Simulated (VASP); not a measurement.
Band structure of HoSe2 (space group P4/nmm). Calculation: PBEsol GGA, VASP's PBE PAW potentials (set 64) (plane waves; VASP).

The 4f electrons are frozen in the core of the lanthanide potential, so 4f levels, which can set the real gap, and their magnetism are missing.

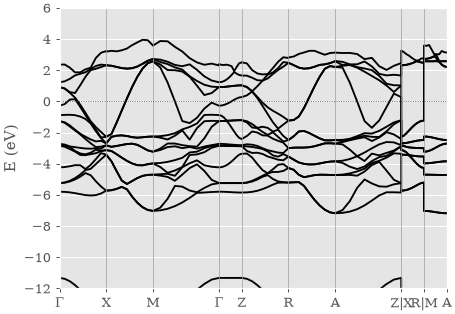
*Bands along high-symmetry lines, zero at the valence-band maximum or, without a gap, the Fermi level*

**Question.** Read the plot: is there a gap, and where are the band edges?

**Answer.** It has no gap at this level: it comes out as a metal or semimetal. (Edges off the drawn lines would not show.)

The structure comes from a computed database's HoSe2 entry (P4/nmm); how it stands against other phases isn't given here. It was relaxed first.
